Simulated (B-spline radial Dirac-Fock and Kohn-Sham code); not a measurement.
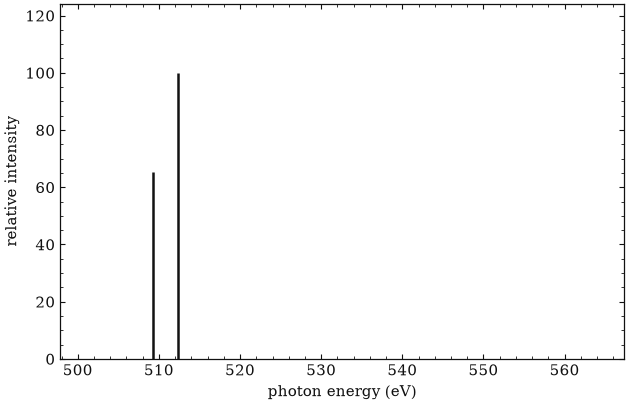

X-ray emission lines that fill an M1 (3s) hole, as sticks. Lines at much lower energy are not shown. Multiplet splitting by the open shell is left out. Species: technetium in charge state +4 (Tc⁴⁺) ([Kr] 4d3). Level of theory: independent-particle rates on relativistic LDA orbitals of the hole state (multipoles to L = 3), energies from Dirac–Fock ΔSCF; calculated with a B-spline radial code. Widths ruled by Coster–Kronig decay come out up to twice the measured ones in this model.

**Which line is the strongest, where is it and what share of the photons does it carry?**

M1-N3 at 512.4 eV, 49.3 % of the radiative decays.
